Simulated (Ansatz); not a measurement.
## How basis sets differ on BPH6 (SMILES [BH3-][PH3+])

The species is BPH6 (8 atoms), meant as a singlet with charge 0. As SMILES, `[BH3-][PH3+]`. The shape is that of a PBE0-D4/def2-TZVP optimisation.

Each level gives the dipole moment (D). The values are calculated.

```json
{"level": "SPW92/6-31G* (Cartesian functions)", "kind": "LDA", "program": "Ansatz", "value (D)": "3.94"}
{"level": "SPW92/cc-pVDZ", "kind": "LDA", "program": "Ansatz", "value (D)": "4.08"}
{"level": "SPW92/cc-pVTZ", "kind": "LDA", "program": "Ansatz", "value (D)": "3.91"}
{"level": "SPW92/pcseg-2", "kind": "LDA", "program": "Ansatz", "value (D)": "3.96"}
{"level": "SPW92/def2-TZVPP", "kind": "LDA", "program": "Ansatz", "value (D)": "3.86"}
{"level": "SPW92/aug-cc-pVTZ", "kind": "LDA", "program": "Ansatz", "value (D)": "3.85"}
{"level": "SPW92/cc-pVQZ", "kind": "LDA", "program": "Ansatz", "value (D)": "3.85"}
```

The values span 3.85 to 4.08 D.

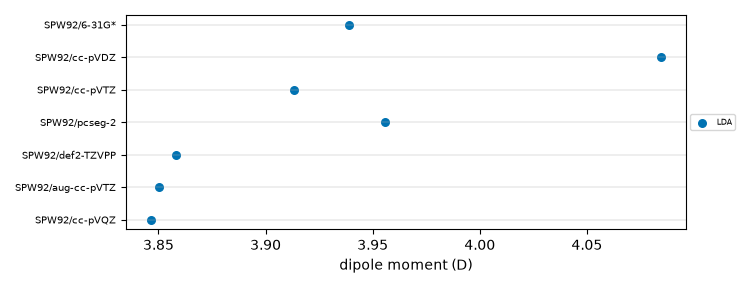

The values of the table, level by level.
